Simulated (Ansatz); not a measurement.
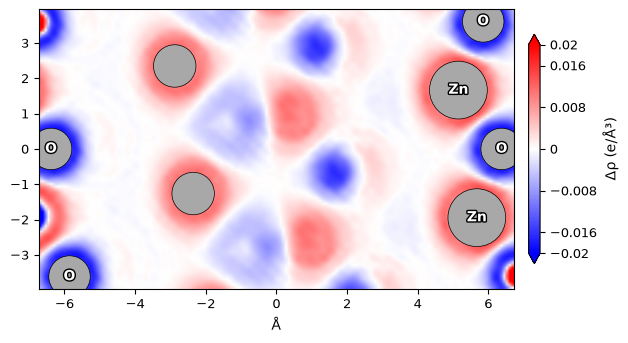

Zn₅S₃O₂. Difference of the valence pseudo-densities of two functionals at the same geometry, on the (100) plane of the calculation cell: one of PBE and r2SCAN less the other.

Space group I-4m2; a structure generated by program, which may or may not match a known phase.

Both computed with Ansatz (plane waves, PAW), on the same k-point mesh. Grey discs cover the atomic cores.

```
Zn S O
1.0
    -3.64946    3.64946    0.00000
     1.82473   -1.82473   12.49372
     0.00000    3.64946    0.00000
Zn S O
5 3 2
Direct
  0.69309 0.38618 0.00000
  0.11451 0.22903 0.00000
  0.50000 0.00000 0.00000
  0.88549 0.77097 0.00000
  0.30691 0.61382 0.00000
  0.55731 0.11462 0.50000
  0.94269 0.88538 0.50000
  0.75000 0.50000 0.50000
  0.34628 0.69257 0.50000
  0.15372 0.30743 0.50000
```

Which was subtracted from which, and what does the map show?

It is PBE less r2SCAN. Against r2SCAN, PBE gives more density around Zn (+0.010 e/Å³ on average at 1.0 Å from the nucleus), less density around O (−0.014 e/Å³ on average at 0.7 Å from the nucleus) and a change of +0.005 e/Å³ at the midpoint of Zn–O.
